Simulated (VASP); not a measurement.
Band structure of HfO (relaxed from the wurtzite structure, space group P6_3mc). Method: PBEsol GGA, VASP's PBE PAW potentials (set 64) (plane waves; VASP 6.6.1).

Unless said otherwise, spin-orbit coupling is left out, though it shifts the bands of the heavy elements here.

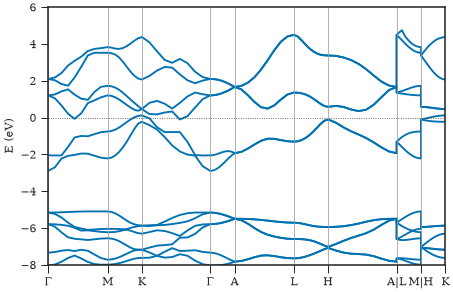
*Bands along high-symmetry lines, zero at the valence-band maximum or, without a gap, the Fermi level*

Problem. Read the plot: is there a gap, and where are the band edges?

Solution. It has no gap at this level: it comes out as a metal or semimetal. (Edges off the drawn lines would not show.)

The structure was generated: HfO was put into the wurtzite type (P6_3mc), which need not be its known phase. It was relaxed first, which changed the volume by -35 %.
